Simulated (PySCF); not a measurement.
**C4H3F2N2Si (doublet): density, localisation and related maps**

```tsv
atom	x (Å)	y (Å)	z (Å)
N	-3.9153	0.2298	-1.1702
C	-2.9738	0.2232	-0.5062
Si	-1.5038	0.3998	0.5745
C	0.0459	-0.1955	-0.3842
C	1.2968	0.1921	0.3795
F	1.2525	-0.3188	1.6470
F	1.3571	1.5454	0.5470
C	2.5067	-0.2804	-0.2999
N	3.4103	-0.6773	-0.8715
H	-1.6186	-0.0811	1.9387
H	0.0446	-1.2821	-0.4993
H	0.0988	0.2442	-1.3814
```

Geometry: GFN2-xTB.

Level of theory: UKS B3LYP, pcH-1 on C F H N Si, non-relativistic, mean-field spin-orbit, GIAO in PySCF.

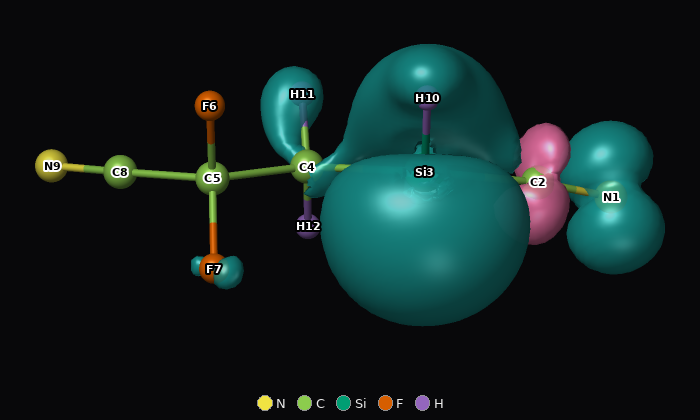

Figure 1. Isosurfaces of the spin density (α minus β) at +0.015 (teal) and −0.015 e/Å³ (pink), seen from one side.

Which atoms carry the spin?

Answer. The unpaired spin (1 electron) lies mostly on Si3 (about 0.7) and N1 (about 0.1), in electrons by Hirshfeld's partition.

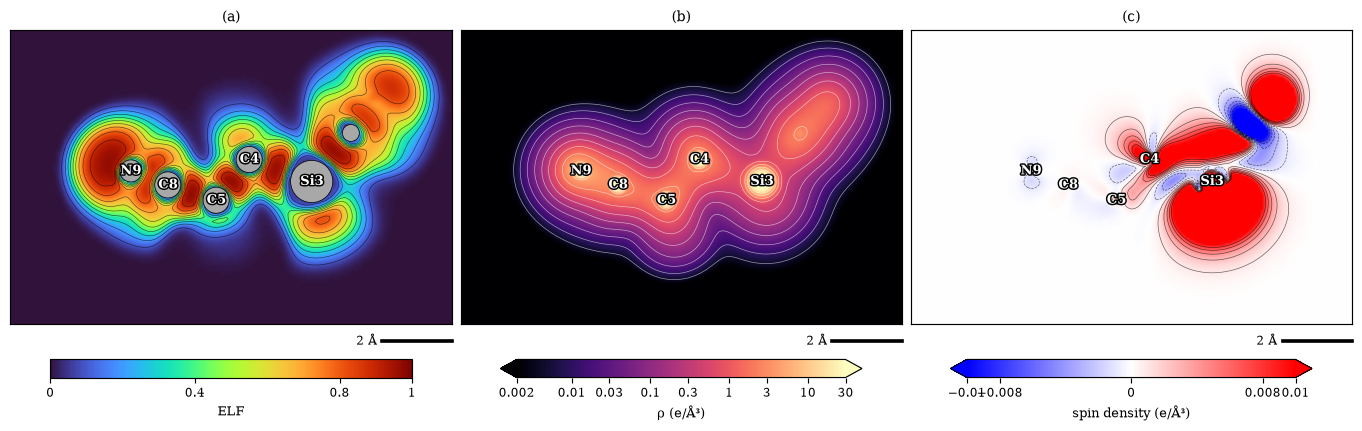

Figure 2. (a) ELF; (b) total electron density; (c) spin density on the plane of atoms C4, C5 and C8. Grey discs cover the atomic cores in the ELF map.

Interpret the plot.

Answer.
- The section cuts through Si, C and N sites.
- C–N (1.14 Å): ρ is about 3.6 e/Å³ halfway; the ELF peaks at about 0.85 between the atoms; a short, multiple covalent bond.
- C–C (1.47 Å): the density is about 1.9 e/Å³ at the midpoint; the ELF peaks at about 0.95 between the atoms: a shared electron pair.
- C–C (1.52 Å): ρ at the midpoint is about 1.7 e/Å³; the ELF peaks at about 0.95 between the atoms, as expected for localised, covalent bonding.
- C–Si (1.92 Å): the density is about 0.89 e/Å³ at the midpoint; the ELF peaks at about 0.95 between the atoms (localised, covalent bonding).
- The ELF also peaks beside N9 and N1, away from the bonds: non-bonding electrons, paired or unpaired.

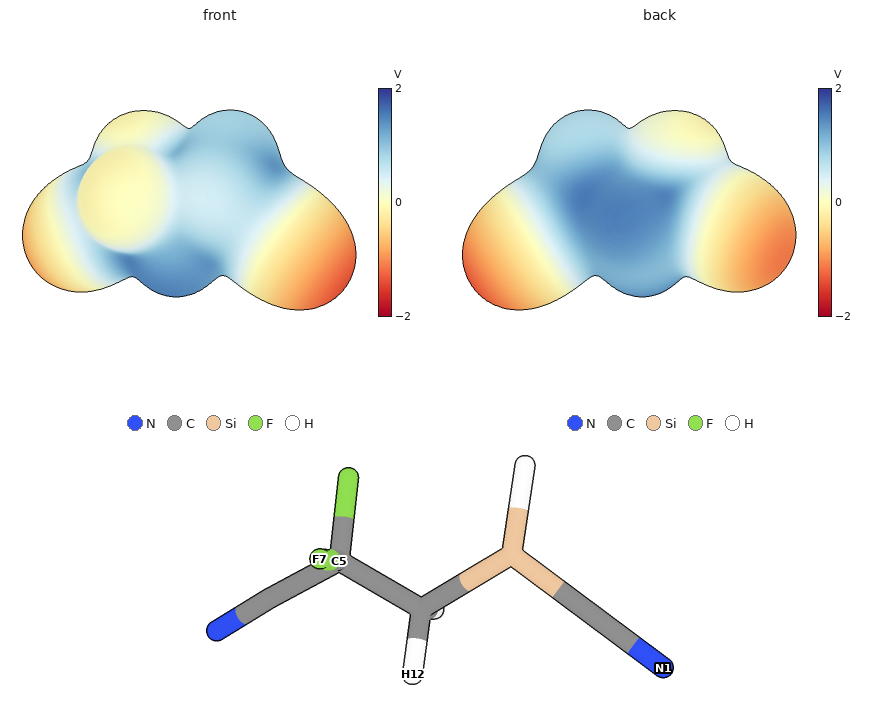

Figure 3. The molecular electrostatic potential painted on the density surface at 0.001 e/bohr³, seen from the front and from behind; the colour scale runs from red (negative) to blue (positive). The bare structure is drawn below in the same view.

Which sites attract a positive test charge, and which a negative one?

Answer. A positive charge is drawn to the negative regions and a negative charge to the positive ones. The most negative region (about −1.3 V) lies over N1, the most positive (about +1.5 V) over the C, H and Si atoms. N1 is the likeliest acceptor of a hydrogen bond.
